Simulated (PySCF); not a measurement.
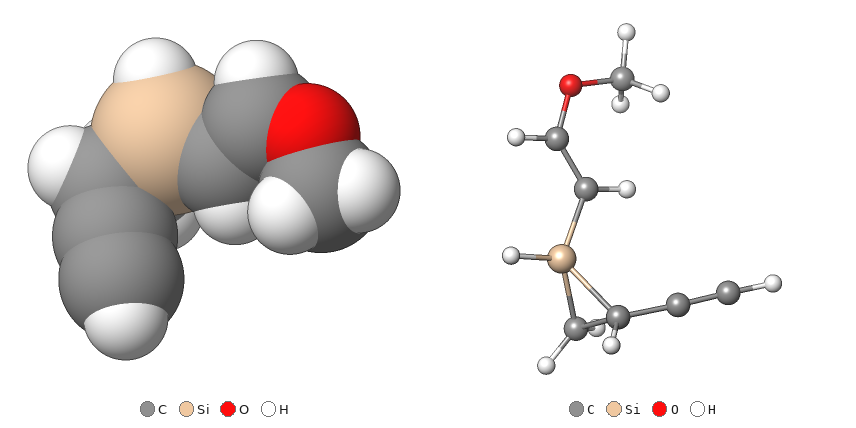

The same structure drawn twice, from different directions.

Computed geometry: PBE0-D3(BJ)/def2-SVP optimisation. No frequency run is at hand to confirm it as a minimum.

What does the picture show?

It has 19 atoms: 7 carbon, 10 hydrogen, 1 oxygen and 1 silicon (C7H10OSi). Its SMILES string is `C#C[C@@H]1C[Si@@H]1/C=C/OC`. Independent rings (smallest set): 1 of 3 members. Among its groups: ether, alkene, alkyne, Si–H bond. This geometry has C1 symmetry. Coordination, clear cases only: 2 C linear; 2 C trigonal planar; 1 O bent; 1 C tetrahedral.

The parts below concern this one geometry. Atoms keep their numbers from picture to picture.

Core levels

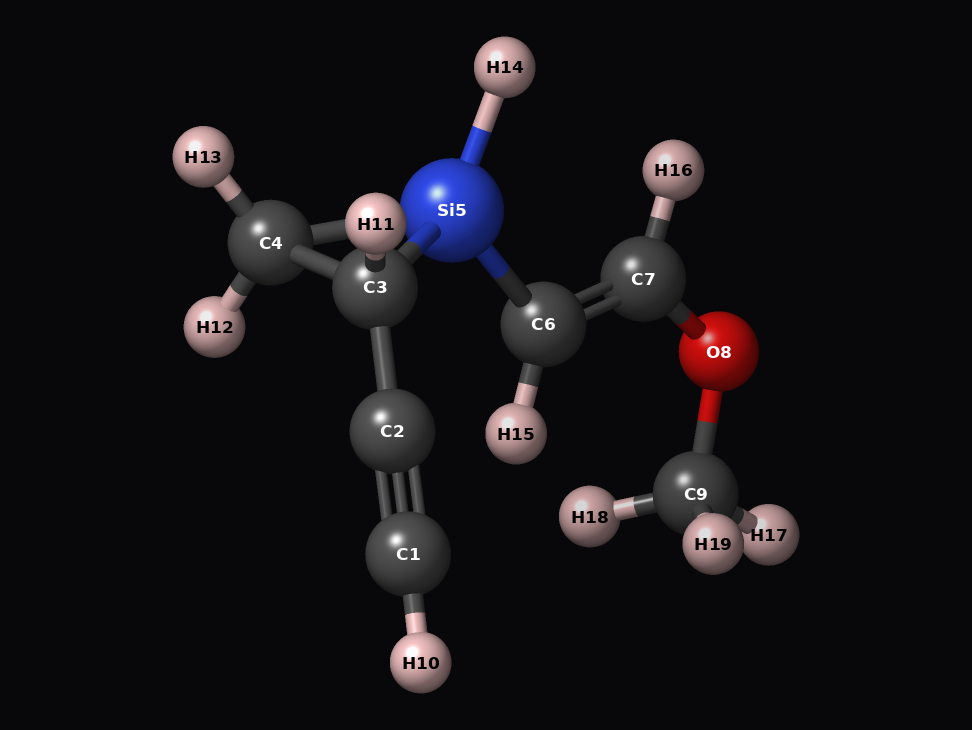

No frequency run is at hand to confirm it as a minimum. Method: delta-SCF UKS SCAN, pcX-2 on the ionised atom, pcseg-1 elsewhere, spin-free X2C (PySCF 2.14.0).

Give the core-electron binding energies (to vacuum; p and d levels without spin–orbit splitting) of C1 1s, C2 1s, C3 1s, C4 1s, Si5 1s, Si5 2p, C6 1s, C7 1s, O8 1s, C9 1s.

```csv
atom,level,binding energy (eV)
C1,1s,289.3
C2,1s,290.1
C3,1s,290.3
C4,1s,289.8
Si5,1s,1846.0
Si5,2p,106.5
C6,1s,289.7
C7,1s,291.9
O8,1s,539.2
C9,1s,292.6
```

Charges

The questions are on ESP-fitted charges. No frequency run is at hand to confirm it as a minimum. Level of theory: PBE0/pcSseg-1, gas phase (PySCF 2.14.0).

Give the ESP-fitted charges atom by atom.

```tsv
atom	value (e)
C1	−0.44
C2	−0.04
C3	−0.05
C4	−0.43
Si5	0.17
C6	−0.44
C7	0.21
O8	−0.32
C9	0.03
H10	0.29
H11	0.14
H12	0.18
H13	0.16
H14	−0.01
H15	0.24
H16	0.12
H17	0.09
H18	0.05
H19	0.05
```

Ring current

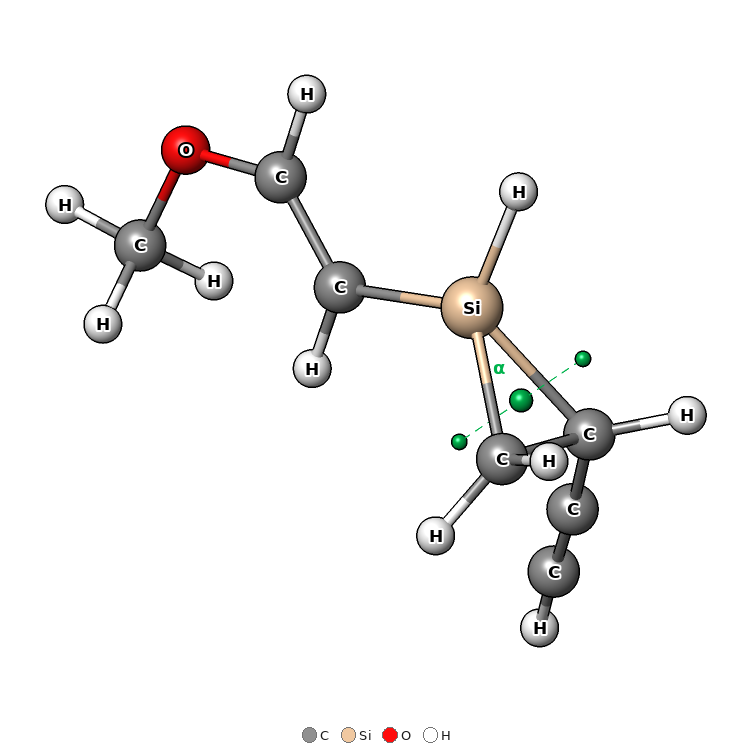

The small points mark where nucleus-independent chemical shifts (NICS) were computed: at the centre of each lettered ring and 1 Å above and below it. No frequency run is at hand to confirm it as a minimum. Method: GIAO HF/pcSseg-1 NMR shielding, non-relativistic, gas phase (PySCF 2.14.0).

Give NICS(0), NICS(1) and the out-of-plane component NICS(1)zz for each ring (means of the two sides).

| ring | members | NICS(0) | NICS(1) | NICS(1)zz |
| --- | --- | --- | --- | --- |
| α | C2Si | −23.8 | −7.4 | −14.2 |

Values in ppm.
